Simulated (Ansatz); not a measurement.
A series of calculations on BNH4Cl2

## 1. Relaxation

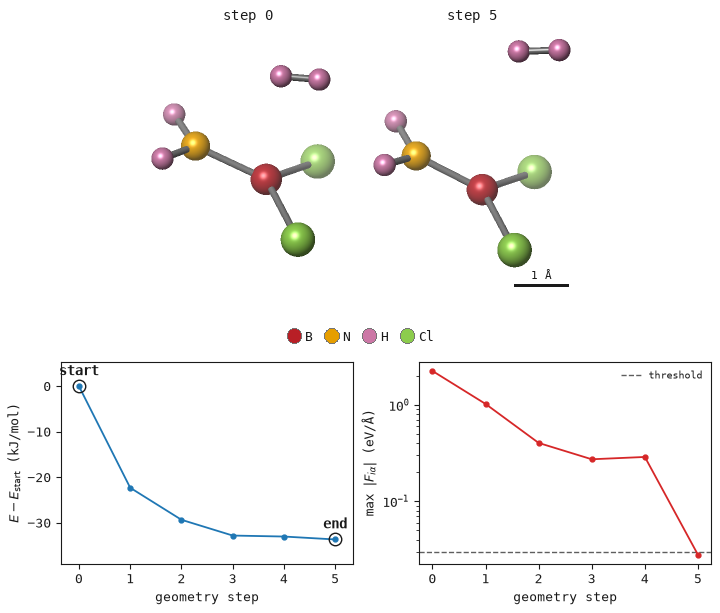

First and last geometry of a relaxation of BNH$_{4}$Cl$_{2}$, with the history of the run. The picture is a ball-and-stick view, seen at a tilt.

The run prepares an end point of a later path (reaction) calculation, from a guessed geometry.

Theory: Ansatz, RKS revPBE-D4/def2-SVP. Settings: no spin polarisation; force threshold 0.03 eV/Å; at most 50 steps.

### Read the history and describe the run.

It converged. The atom that moves furthest after the best rigid fit is an H atom (0.72 Å). Largest moves by element: H 0.72 Å, B 0.28 Å, Cl 0.27 Å, N 0.22 Å. Near-neighbour distances that change, for instance: B–N 1.473 → 1.401 Å, H–H 0.720 → 0.765 Å, B–Cl 1.772 → 1.778 Å. Over 5 geometry steps the energy falls by 33.6 kJ/mol. The largest force component goes from 2.3 to 0.028 eV/Å. Cost: 8.4 s on 2 threads of Arm Neoverse V2 (shared host), peak memory 0.11 GiB.

Limits of the set-up: the start holds two separate molecules, 2.2 Å apart at their closest, whose relative position is a soft coordinate.

## 2. Relaxation

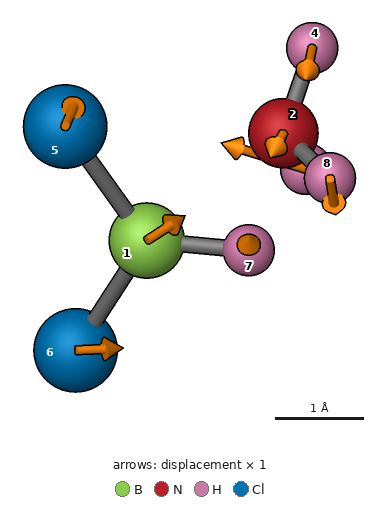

This is a relaxation of BNH4Cl2. The starting structure is drawn; orange arrows show the displacements, at their true length. The two geometries are superimposed by the best rigid fit.

Style: ball-and-stick. Shown from a free direction.

The run prepares an end point of a later path (reaction) calculation, from a guessed geometry.

These are results of RKS revPBE-D4/def2-SVP in Ansatz 0.2.0, not measurements. (no spin polarisation; force threshold 0.03 eV/Å; at most 50 steps)

Atoms of which element are displaced furthest, and by how much?

Answer. Hydrogen: up to 1.12 Å, against 0.81 Å for chlorine.

Describe the change and its energy.

Answer. The atom that moves furthest after the best rigid fit is an H atom (1.12 Å). Largest moves by element: H 1.12 Å, Cl 0.81 Å, B 0.63 Å, N 0.51 Å. Some distances before and after: B–N 2.737 → 1.642 Å, B–Cl 1.762 → 1.853 Å, B–H 1.199 → 1.220 Å, H–N 1.043 → 1.031 Å. New bonds form, among them: B–N (2.74 → 1.64 Å). Among the angles between lasting bonds that change: Cl–B–H 119.6° → 113.4°, Cl–B–Cl 120.2° → 114.3°, H–N–H 107.1° → 109.2°. After 11 accepted moves (13 points after the start) the energy has fallen by 112.2 kJ/mol. The largest force component goes from 0.59 to 0.013 eV/Å. The line search rejected the trial steps at points 7, 12 of the run. The run took 17 s on 2 threads of Arm Neoverse V2, with other jobs on the host, peak memory 0.11 GiB.

## 3. Path

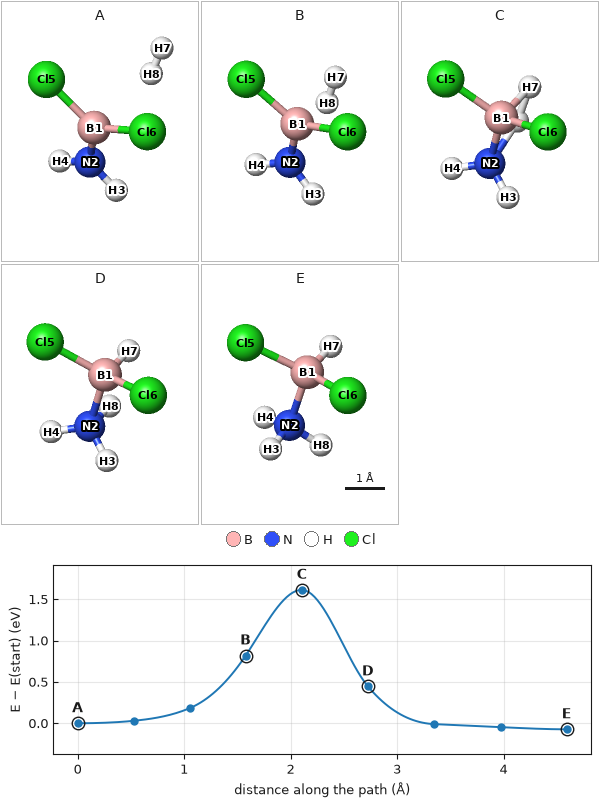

NEB run on BNH₄Cl₂, made up at the start of BNH₂Cl₂ and H₂. Images are numbered from 0 (start) to 8 (end). Frames A to E are images 0, 3, 4, 5, 8. Style: ball-and-stick. Shown from a free direction.

The calculation used RKS revPBE-D4/def2-SVP (Ansatz 0.2.0). Run with 7 movable images; climbing image; force threshold 0.03 eV/Å; iteration limit 60; starting path through a guess of the saddle point.

Q: Read off the barrier and say what moves.

A: Breaking: H7–H8 (0.77 → 1.03 at the top → 2.59 Å). Forming: B1–H7 (3.39 → 1.46 at the top → 1.22 Å), N2–H8 (3.05 → 1.39 at the top → 1.03 Å). The energy climbs by 1.61 eV to image 4 and then falls by 1.69 eV, so the end point sits at −0.07 eV. The band converged in 17 iterations. The largest component of the band force went from 6 to 0.016 eV/Å. The climbing image converged on the top of the path. Its vibrational analysis gives one imaginary mode (1324i cm⁻¹), as a transition state must have.

Limits of the set-up: the start holds two separate molecules, 3.1 Å apart at their closest, whose relative position is a soft coordinate.
